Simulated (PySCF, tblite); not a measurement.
**C₂H₂BF+ (doublet): geometry, infrared bands and EPR parameters**

Wanted: the infrared bands and EPR parameters of C₂H₂BF+ (doublet) (`[CH+]=[C]BF`), by calculation.

Programs: tblite 0.8.0 and PySCF 2.14.0, with density-fitted response routines of our own. Each step states its level of theory. These are calculated values for one molecule in the gas phase, unless marked as measured. Atoms are numbered from 0 throughout.

**1. Starting geometry**

6 atoms, charge 1, multiplicity 2; geometry from: force field or distance geometry start.

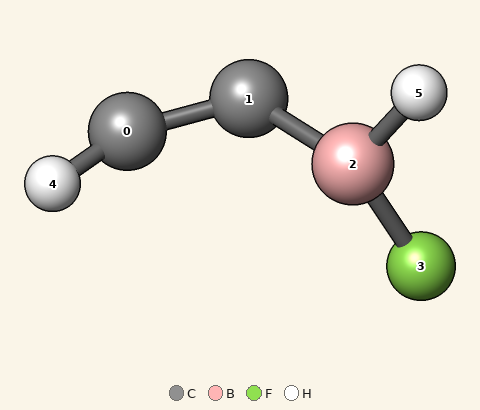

As it starts; carbon grey, boron pink, fluorine green, hydrogen white, atoms numbered.

**2. Relaxing the molecule with GFN2-xTB**

What the job is given:

```
{"job": {"kind": "relax", "xc": "GFN2-xTB", "basis": "xTB"}, "charge": 1, "multiplicity": 2}
C      1.505600    -0.216300     0.437000
C      0.245400    -0.005000     0.819400
B     -0.862400     0.226800    -0.255000
F     -1.665600    -0.930400    -0.578800
H      2.272800    -0.323000    -0.285400
H     -1.492600     1.249900    -0.132500
```

Started as:

```sh
$ OMP_NUM_THREADS=1 python probes_run.py task.json out
```

One launch serves the whole session: the jobs run in the order shown.

**Question.** This job is followed by: GFN2-xTB harmonic vibrations, gas phase; UKS B3LYP, pcH-1 on B C F H, non-relativistic, mean-field spin-orbit, GIAO. Predict these results of the whole session: strongest single infrared mode (GFN2-xTB); zero-point energy (GFN2-xTB); g(iso) (B3LYP); ⟨S²⟩; largest a(iso).

As calculated:

| quantity | value |
| --- | --- |
| strongest single infrared mode (GFN2-xTB) | 3175 cm⁻¹, 357 km/mol |
| zero-point energy (GFN2-xTB) | 19.1 kcal/mol |
| g(iso) (B3LYP) | 2.00344 |
| ⟨S²⟩ | 0.756 (exact 0.75) |
| largest a(iso) | 1H on H5, 449.5 MHz |

**Reading.** Over 39 steps the energy fell by 2.366 eV; of the close pairs, B2–F3 changed most, 1.445 to 1.266 Å. All 12 modes are real, so the xTB geometry is a minimum. The strongest single mode, at 3175 cm⁻¹, moves mainly H4. GFN2-xTB is a fitted tight-binding method: band positions and strengths are rough. Its intensities can rank the bands wrongly. C0 carries the largest spin population, 0.48 e. The isotropic g lies 1.1 ppt above the free-electron value. The conformer search found further structures of the same energy, which may be mirror or relabelled copies of this one.
